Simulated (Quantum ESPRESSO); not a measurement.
# Collinear magnetic orders of NiCl2 with Quantum ESPRESSO

Aim: find out which collinear order of NiCl2 costs least.

Program: Quantum ESPRESSO 7.5. Level of theory: PBEsol with U = 6 eV on Ni d (ortho-atomic projectors); plane waves with GBRV 1.5 PBEsol potentials, no spin-orbit coupling. Results are calculated unless marked as measured.

The database entry behind the starting cell differs from later determinations by our own check (an axis about 1.8 % long against later determinations), so it need not match the best structure at ambient conditions.

### Step 1. Starting point

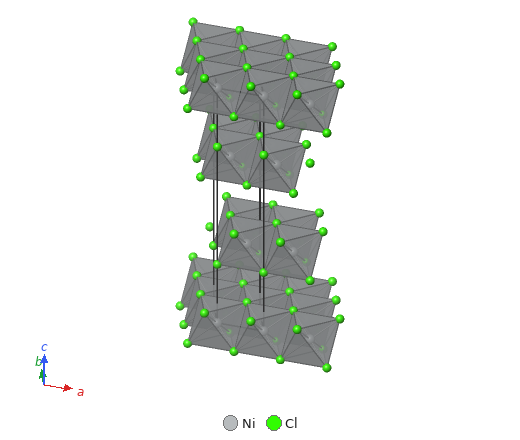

Start, viewed from a free direction; nickel light grey, chlorine green. 2×2×1 cells are drawn. This picture shows the conventional cell, with its axes. Bonds to atoms that aren't drawn are left out. Some periodic images of atoms are drawn too.

Coordinates:

```cif
data_structure
_symmetry_space_group_name_H-M 'R-3m:H'
_symmetry_Int_Tables_number 166
_cell_length_a 3.5430
_cell_length_b 3.5430
_cell_length_c 17.3350
_cell_angle_alpha 90.000
_cell_angle_beta 90.000
_cell_angle_gamma 120.000
_cell_volume 188.45
loop_
_atom_site_label
_atom_site_type_symbol
_atom_site_symmetry_multiplicity
_atom_site_Wyckoff_symbol
_atom_site_fract_x
_atom_site_fract_y
_atom_site_fract_z
_atom_site_occupancy
Ni1 Ni 3 a 0.00000 0.00000 0.00000 1
Cl1 Cl 6 c 0.33333 0.66667 0.91667 1
```

The cell comes from the Crystallography Open Database.

### Step 2. Start 1: ferro +

The signs are those of the starting moments on the seeded atoms, the atoms that are given a moment.

pw.in

```
&CONTROL
  calculation = 'scf'
  prefix = 'pwscf'
  outdir = './tmp'
  pseudo_dir = './pseudo'
  disk_io = 'nowf'
/
&SYSTEM
  ibrav = 0
  nat = 3
  ntyp = 2
  ecutwfc = 40
  ecutrho = 280
  nbnd = 25
  occupations = 'smearing'
  smearing = 'fd'
  degauss = 0.00367493
  nspin = 2
  starting_magnetization(1) = 0.1111
  starting_magnetization(2) = 0
/
&ELECTRONS
  conv_thr = 6d-09
  electron_maxstep = 150
  mixing_beta = 0.3
/
ATOMIC_SPECIES
Ni     58.6934 ni_pbesol_v1.4.uspp.F.UPF
Cl     35.4500 cl_pbesol_v1.4.uspp.F.UPF
CELL_PARAMETERS angstrom
   1.7715000000    1.0227760019    5.7783333333
  -1.7715000000    1.0227760019    5.7783333333
   0.0000000000   -2.0455520037    5.7783333333
ATOMIC_POSITIONS crystal
Ni      0.0000000000    0.0000000000    0.0000000000
Cl      0.2500000000    0.2500000000    0.2500000000
Cl      0.7500000000    0.7500000000    0.7500000000
K_POINTS automatic
6 6 6 0 0 0
HUBBARD {ortho-atomic}
U Ni-3d 6.0000
```

On the command line:

```bash
$ OMP_NUM_THREADS=1 mpirun -n 4 pw.x -nk 4 -in pw.in > pw.out
```

The runs that follow: run 2, typed as antiferro q=(0,0,1/2) +−; start 3: antiferro q=(1/2,1/2,1/2) +−; the states side by side; the lowest state again, with its states saved; projections on atomic orbitals; occupations of the corrected shells in the lowest state.

Before running: what should come out for the largest site moment?

The two lowest states lie so close that the mesh, the smearing, the functional or spin–orbit coupling could swap them. The largest moment reads 1.71 μB in the sphere and 1.71 μB by Löwdin projection; a site moment hangs on how space is shared out. This is the lowest of 3 collinear or spinless starts, no proof of the ground state.

```
lowest state found      : antiferromagnetic (from antiferro q=(1/2,1/2,1/2) +-)
largest site moment     : 1.71 μB
next state with moments : ferromagnetic, 1.68 meV a seeded atom higher
```

[Logs and program files are shortened in this print: banners, set-up blocks, solver, clock and traceback lines can be left out without a mark of their own.]

[Logs are printed without paths, hosts, clocks, repeated set-up lines and the standing remarks that a program may print on its own settings, such as how far it seeks lower states.]

[Hosts, paths, dates, database ids (printed as entryN), source tags and the programs' standing remarks are cut or masked in the printed files.]

[Where a cell is said to come from a database of computed structures, the database is the Materials Project.]
